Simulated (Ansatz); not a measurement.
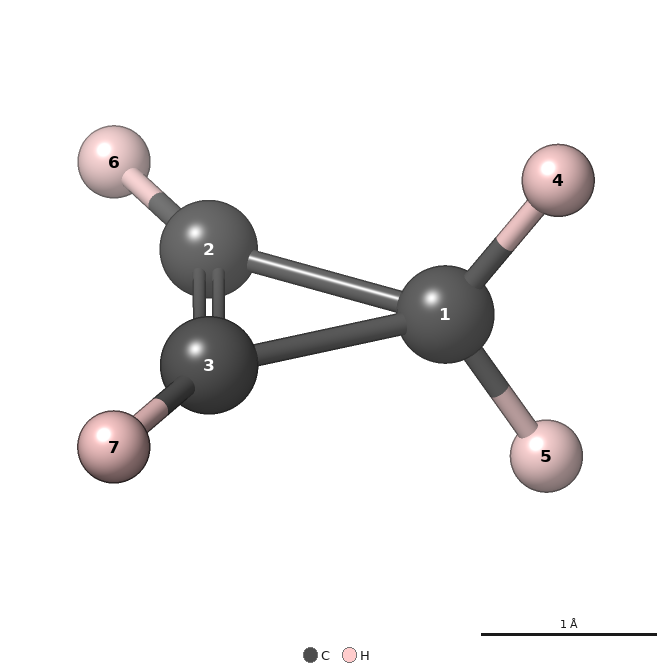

(Drawn from a calculation with Ansatz.)

Orthographic view. Atoms fade into the background with distance from the viewer. Geometry: a fixed input geometry, not necessarily a minimum.

Write a MOL file (V2000) with the atoms in numerical order, bonds sorted by atom number with the orders drawn, and coordinates in the frame of the picture: x right, y up, z towards the viewer, origin at the mean position.

```
C3H4
                    3D

  7  7  0  0  0  0  0  0  0  0999 V2000
    0.7500   -0.0200   -0.0100 C   0  0  0  0  0  0  0  0  0  0  0  0
   -0.6000    0.3500   -0.5500 C   0  0  0  0  0  0  0  0  0  0  0  0
   -0.6000   -0.3100    0.5700 C   0  0  0  0  0  0  0  0  0  0  0  0
    1.4000    0.7400    0.4400 H   0  0  0  0  0  0  0  0  0  0  0  0
    1.3300   -0.8300   -0.5000 H   0  0  0  0  0  0  0  0  0  0  0  0
   -1.1400    0.8500   -1.3400 H   0  0  0  0  0  0  0  0  0  0  0  0
   -1.1400   -0.7800    1.3900 H   0  0  0  0  0  0  0  0  0  0  0  0
  1  2  1  0
  1  3  1  0
  1  4  1  0
  1  5  1  0
  2  3  2  0
  2  6  1  0
  3  7  1  0
M  END
```
